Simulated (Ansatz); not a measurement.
# Geometry relaxation of HfH₂ClF₃ (part 1 of 2)

System: HfH₂ClF₃.
Method: RKS PBE/def2-SVP (Ansatz 0.2.0).

It belongs to a series of runs on one base structure; here: end point B relaxed. Figures and captions count atoms from 1; the log counts them from 0 in places.

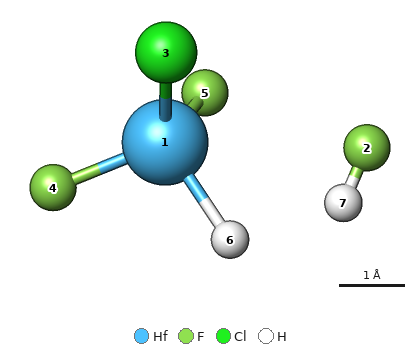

Fig. 1: The input geometry (ball-and-stick view, seen at a tilt; atoms are numbered from 1 in the order of the input). Sticks mark near contacts. Bond lengths as drawn: Cl–Hf 2.35 Å, F–H 0.94 Å, F–Hf 1.90 Å and H–Hf 1.85 Å.

Summary:

```csv
quantity,value
outcome,converged
total energy,−21998.4762 eV
mean-field energy,−21998.4762 eV
largest force (length of the vector) at the end,0.037 eV/Å
hardware,"2 threads of AMD EPYC (Zen 5), 32 GiB of memory available, shared host"
wall time,20 s (CPU time 38 s)
peak memory,0.21 GiB
```

The input:
```yaml
crystal:
  periodic: [false, false, false]
  atoms:
    - { symbol: Hf, position_ang: [0.107426, 0.454459, -0.463388] }
    - { symbol: F, position_ang: [0.931775, -0.212289, 2.523236] }
    - { symbol: Cl, position_ang: [2.31234, -0.196629, -0.96274] }
    - { symbol: F, position_ang: [-0.618945, 1.487931, -1.884436] }
    - { symbol: F, position_ang: [-1.119456, -0.941275, -0.0458] }
    - { symbol: H, position_ang: [0.143442, 1.653189, 0.951107] }
    - { symbol: H, position_ang: [0.701818, 0.691015, 2.439922] }
basis:
  gaussian: { orbitals: def2-SVP }
hamiltonian:
  xc: pbe
relax:
  f_tol: 0.03
  max_steps: 50
output:
  orbitals: {}
```

Command:
```bash
ansatz run input.yaml --threads 2 --pin off --max-ram 3072MiB --backend cpu --events-out ev --progress --plain --runs-dir out
```

What the program printed:
```
The last accepted step is kept in [file] (removed where the run ends without a failure and the disk answers)
Engine: ansatz 0.2.0, x86_64-unknown-linux-gnu
Functional definition: PBE
  parameter kappa = 0.804
  parameter beta = 0.06672455060314922
  exchange = pbe_x(kappa = kappa, mu = beta*pi^2/3)
  correlation = pbe_c(beta = beta)
1069 factors; their error is unknown
mean field evaluation 1: about -21991.3126 eV, gradient 5.7e1 eV
mean field evaluation 2: about -21934.2889 eV, gradient 2.0e2 eV
mean field evaluation 4: about -21996.3255 eV, gradient 1.2e1 eV
mean field evaluation 8: about -21996.5493 eV, gradient 7.3e-2 eV
mean field evaluation 16: about -21996.4584 eV, gradient 1.3e-4 eV
mean field -21996.45843723 eV, -808.3549378332 hartree, gradient 1.4e-5 eV, S^2 0.000000; 0 other end points of the search recorded, 0 dependent functions left out
the calculation of the forces begins
reference -21996.45851224 eV, -808.3549405898 hartree; 29, 29 occupied and 73, 73 virtual orbitals, 1069 factors
relax step   1: F+E_penalty+E_count = -21996.45843723 eV  Δ(F+E_penalty+E_count) = +0.000e0 eV  max|allowed force component| = 4.803e-1 eV/Å  Δτ_max = 0.0000 Å  (29 SCF iters, accepted)
these checks for a lower state are left out or cut short: starts, cluster_reference, orbital_swaps, neighbouring_geometries, increment
1069 factors; their error is unknown
mean field -21996.55434965 eV, -808.3584625496 hartree, gradient 1.4e-5 eV, S^2 0.000000; 0 other end points of the search recorded, 0 dependent functions left out
[... from here on the field's lines of each further geometry are left out, up to the last ...]
relax step   2: F+E_penalty+E_count = -21996.55434965 eV  Δ(F+E_penalty+E_count) = -9.591e-2 eV  max|allowed force component| = 4.910e-1 eV/Å  Δτ_max = 0.1944 Å  (36 SCF iters, accepted)
relax step   3: F+E_penalty+E_count = -21996.67164307 eV  Δ(F+E_penalty+E_count) = -1.173e-1 eV  max|allowed force component| = 1.167e0 eV/Å  Δτ_max = 0.1969 Å  (37 SCF iters, accepted)
relax step   4: F+E_penalty+E_count = -21996.81172838 eV  Δ(F+E_penalty+E_count) = -1.401e-1 eV  max|allowed force component| = 3.866e-1 eV/Å  Δτ_max = 0.1949 Å  (37 SCF iters, accepted)
relax step   5: F+E_penalty+E_count = -21996.83367062 eV  Δ(F+E_penalty+E_count) = -2.194e-2 eV  max|allowed force component| = 1.541e0 eV/Å  Δτ_max = 0.1944 Å  (37 SCF iters, accepted)
relax step   6: F+E_penalty+E_count = -21996.90937324 eV  Δ(F+E_penalty+E_count) = -7.570e-2 eV  max|allowed force component| = 1.111e0 eV/Å  Δτ_max = 0.1626 Å  (38 SCF iters, accepted)
relax step   7: F+E_penalty+E_count = -21996.97699221 eV  Δ(F+E_penalty+E_count) = -6.762e-2 eV  max|allowed force component| = 1.115e0 eV/Å  Δτ_max = 0.0975 Å  (37 SCF iters, accepted)
relax step   8: F+E_penalty+E_count = -21997.24916050 eV  Δ(F+E_penalty+E_count) = -2.722e-1 eV  max|allowed force component| = 1.881e0 eV/Å  Δτ_max = 0.1988 Å  (34 SCF iters, accepted)
relax step   9: F+E_penalty+E_count = -21997.73401796 eV  Δ(F+E_penalty+E_count) = -4.849e-1 eV  max|allowed force component| = 1.501e0 eV/Å  Δτ_max = 0.1953 Å  (34 SCF iters, accepted)
relax step  10: F+E_penalty+E_count = -21998.09056665 eV  Δ(F+E_penalty+E_count) = -3.565e-1 eV  max|allowed force component| = 1.395e0 eV/Å  Δτ_max = 0.1947 Å  (34 SCF iters, accepted)
relax step  11: F+E_penalty+E_count = -21998.23488370 eV  Δ(F+E_penalty+E_count) = -1.443e-1 eV  max|allowed force component| = 6.898e-1 eV/Å  Δτ_max = 0.2000 Å  (35 SCF iters, accepted)
relax step  12: F+E_penalty+E_count = -21998.36038269 eV  Δ(F+E_penalty+E_count) = -1.255e-1 eV  max|allowed force component| = 2.423e-1 eV/Å  Δτ_max = 0.1994 Å  (35 SCF iters, accepted)
relax step  13: F+E_penalty+E_count = -21998.41460739 eV  Δ(F+E_penalty+E_count) = -5.422e-2 eV  max|allowed force component| = 9.184e-1 eV/Å  Δτ_max = 0.1957 Å  (35 SCF iters, accepted)
relax step  14: F+E_penalty+E_count = -21998.42317668 eV  Δ(F+E_penalty+E_count) = -8.569e-3 eV  max|allowed force component| = 8.274e-1 eV/Å  Δτ_max = 0.0282 Å  (30 SCF iters, accepted)
relax step  15: F+E_penalty+E_count = -21998.45419089 eV  Δ(F+E_penalty+E_count) = -3.101e-2 eV  max|allowed force component| = 3.609e-1 eV/Å  Δτ_max = 0.1958 Å  (35 SCF iters, accepted)
relax step  16: F+E_penalty+E_count = -21998.46512861 eV  Δ(F+E_penalty+E_count) = -1.094e-2 eV  max|allowed force component| = 3.676e-1 eV/Å  Δτ_max = 0.1938 Å  (35 SCF iters, accepted)
relax step  17: F+E_penalty+E_count = -21998.47154999 eV  Δ(F+E_penalty+E_count) = -6.421e-3 eV  max|allowed force component| = 1.502e-1 eV/Å  Δτ_max = 0.0507 Å  (32 SCF iters, accepted)
relax step  18: F+E_penalty+E_count = -21998.47420008 eV  Δ(F+E_penalty+E_count) = -2.650e-3 eV  max|allowed force component| = 6.367e-2 eV/Å  Δτ_max = 0.0450 Å  (30 SCF iters, accepted)
relax step  19: F+E_penalty+E_count = -21998.47514915 eV  Δ(F+E_penalty+E_count) = -9.491e-4 eV  max|allowed force component| = 4.482e-2 eV/Å  Δτ_max = 0.0454 Å  (30 SCF iters, accepted)
relax step  20: F+E_penalty+E_count = -21998.47591297 eV  Δ(F+E_penalty+E_count) = -7.638e-4 eV  max|allowed force component| = 5.140e-2 eV/Å  Δτ_max = 0.0859 Å  (30 SCF iters, accepted)
the calculation of the forces begins
reference -21998.47622201 eV, -808.4290900561 hartree; 29, 29 occupied and 73, 73 virtual orbitals, 1069 factors
relax step  21: F+E_penalty+E_count = -21998.47614872 eV  Δ(F+E_penalty+E_count) = -2.357e-4 eV  max|allowed force component| = 2.840e-2 eV/Å  Δτ_max = 0.0086 Å  (30 SCF iters, accepted)
1069 factors; their error is unknown
mean field evaluation 192: about -21998.4761 eV, gradient 1.6e-3 eV
```

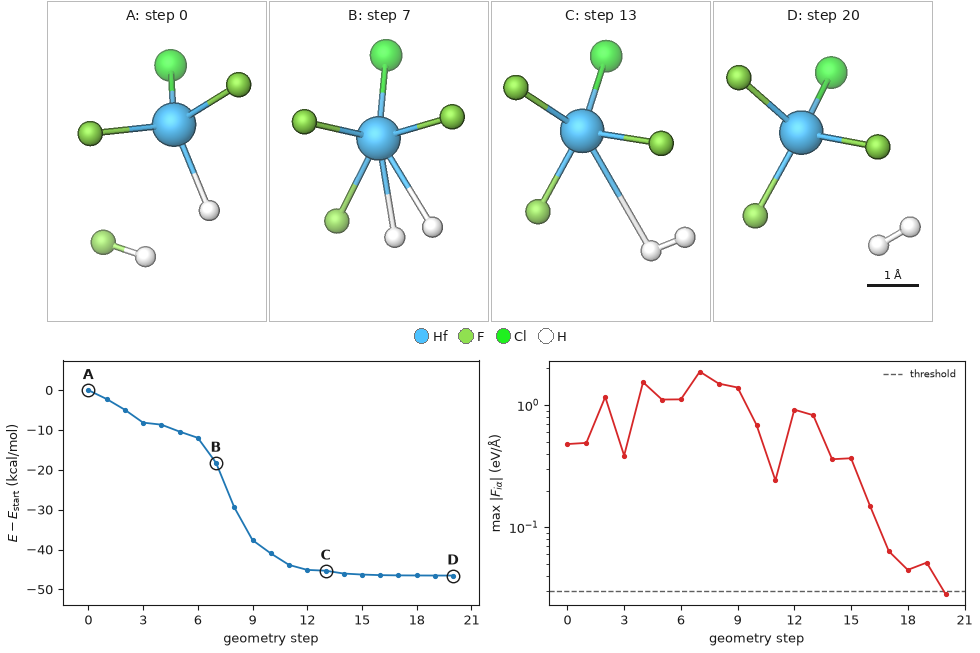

Fig. 2: Frames of the relaxation (ball-and-stick view, seen at an oblique angle) above the curves, on which the letters mark them (the first geometry is step 0 here and step 1 in the log).

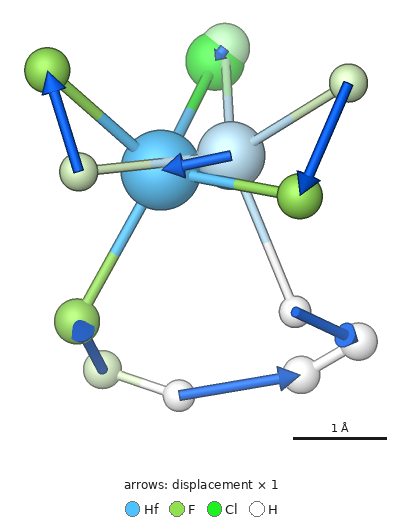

Fig. 3: Start (faint) and end (solid) with the displacements as blue arrows, at true length (ball-and-stick view, seen at an oblique angle). The two geometries are laid on each other by the best rigid fit. The largest moves after the best rigid fit, 1.35 Å, are those of F4 and H7. By element the largest moves are H 1.35 Å, F 1.34 Å, Hf 0.78 Å, Cl 0.18 Å. Among the contacts that change: F2–H7 0.936 → 2.664 Å, Hf1–F2 3.169 → 1.914 Å, Hf1–H6 1.854 → 3.020 Å, H6–H7 1.859 → 0.770 Å. New bonds form: H6–H7 (1.86 → 0.77 Å), Hf1–F2 (3.17 → 1.91 Å). Bonds break: F2–H7 (0.94 → 2.66 Å), Hf1–H6 (1.85 → 3.02 Å). Among the angles that change: Cl3–Hf1–F5 116.6° → 107.4°. The energy falls by 46.5 kcal/mol in 20 geometry steps. The largest force component goes from 0.48 to 0.028 eV/Å. (Atoms are counted from 1 in the order of the input.)

```
mean field -21998.47614872 eV, -808.4290873626 hartree, gradient 8.8e-6 eV, S^2 0.000000; 1 other end points of the search recorded, 0 dependent functions left out
the calculation of the forces begins
reference -21998.47622201 eV, -808.4290900561 hartree; 29, 29 occupied and 73, 73 virtual orbitals, 1069 factors
Total energy: -21998.47622201 eV, -808.4290900561 hartree
Atom 0 at     0.084003    -0.246375    -0.050643 Å, force     0.012147    -0.004573    -0.011215 eV/Å
Atom 1 at    -0.027298    -0.555556     1.835393 Å, force     0.003653    -0.003452     0.010262 eV/Å
Atom 2 at     2.318096    -0.082433    -0.798210 Å, force    -0.005220     0.004190     0.005492 eV/Å
Atom 3 at    -0.962770     1.265287    -0.581278 Å, force    -0.003537     0.001396    -0.007728 eV/Å
Atom 4 at    -0.690652    -1.769743    -0.895917 Å, force    -0.006314     0.005799     0.003636 eV/Å
Atom 5 at     0.806843     2.395056     1.223447 Å, force     0.006757    -0.023463     0.027952 eV/Å
Atom 6 at     0.930178     1.930165     1.825110 Å, force    -0.007485     0.020103    -0.028399 eV/Å
Dipole moment:     0.015132     0.121166     0.088300 e Å
```

Trajectory as extended XYZ (Å, eV, eV/Å), 21 frames, from step=1 to step=21:
```
7
Properties=species:S:1:pos:R:3:forces:R:3 step=1 energy=-21996.45844
Hf    0.1074    0.4545   -0.4634    0.1141  -0.1689   0.2218
F     0.9318   -0.2123    2.5232    0.0234  -0.3779  -0.2741
Cl    2.3123   -0.1966   -0.9627   -0.0200   0.0069  -0.0120
F    -0.6189    1.4879   -1.8844    0.0097  -0.0018   0.0002
F    -1.1195   -0.9413   -0.0458   -0.0035   0.0057   0.0011
H     0.1434    1.6532    0.9511    0.0027   0.0557   0.1477
H     0.7018    0.6910    2.4399   -0.1265   0.4803  -0.0846
7
Properties=species:S:1:pos:R:3:forces:R:3 step=2 energy=-21996.55435
Hf    0.1252    0.4363   -0.4033    0.1108  -0.0218   0.4910
F     0.8854   -0.1991    2.3349   -0.1215   0.3145  -0.2516
Cl    2.3204   -0.2040   -0.9470    0.0508  -0.0168  -0.0348
F    -0.5929    1.4672   -1.8345    0.0242  -0.0388   0.0594
F    -1.1167   -0.9543   -0.0165   -0.0461  -0.0338  -0.0193
H     0.1477    1.6568    1.0142   -0.0479   0.1355  -0.0496
H     0.6893    0.7335    2.4102    0.0296  -0.3388  -0.1951
7
Properties=species:S:1:pos:R:3:forces:R:3 step=3 energy=-21996.67164
Hf    0.1478    0.4200   -0.3179    0.0763   0.0117   0.5903
F     0.8504   -0.2116    2.1415   -0.2732   1.1667  -0.0662
Cl    2.3330   -0.2116   -0.9087    0.1031  -0.0217  -0.0600
F    -0.5611    1.4434   -1.7633    0.0343  -0.0862   0.1017
F    -1.1114   -0.9671    0.0349   -0.0647  -0.0193  -0.0518
H     0.1296    1.7224    1.0449   -0.0261   0.1150  -0.0179
H     0.6702    0.7409    2.3264    0.1503  -1.1661  -0.4960
7
Properties=species:S:1:pos:R:3:forces:R:3 step=4 energy=-21996.81173
Hf    0.1748    0.4017   -0.2024   -0.0162  -0.1461  -0.0360
F     0.8202   -0.2140    1.9602   -0.0483   0.3866   0.1756
Cl    2.3477   -0.2176   -0.8618    0.0873  -0.0080  -0.0795
F    -0.5204    1.4180   -1.6628   -0.0046  -0.0358   0.1016
F    -1.1078   -0.9819    0.0935   -0.0579   0.0312  -0.1005
H     0.1190    1.7895    1.0943    0.0448   0.0057   0.1922
H     0.6249    0.7407    2.1369   -0.0050  -0.2335  -0.2535
7
Properties=species:S:1:pos:R:3:forces:R:3 step=5 energy=-21996.83367
Hf    0.2044    0.3491   -0.1593    0.0214  -0.1617  -0.0880
F     0.7808   -0.1350    1.9532    0.4801  -1.5414   0.4179
Cl    2.3650   -0.2264   -0.9231   -0.0856  -0.0227   0.0091
F    -0.4950    1.4140   -1.5799   -0.0464   0.0653   0.0863
F    -1.1237   -1.0077    0.0651    0.0729   0.0518  -0.1248
H     0.1749    1.7044    1.2168   -0.1760   0.5504  -0.2311
H     0.5521    0.8380    1.9851   -0.2665   1.0582  -0.0694
```
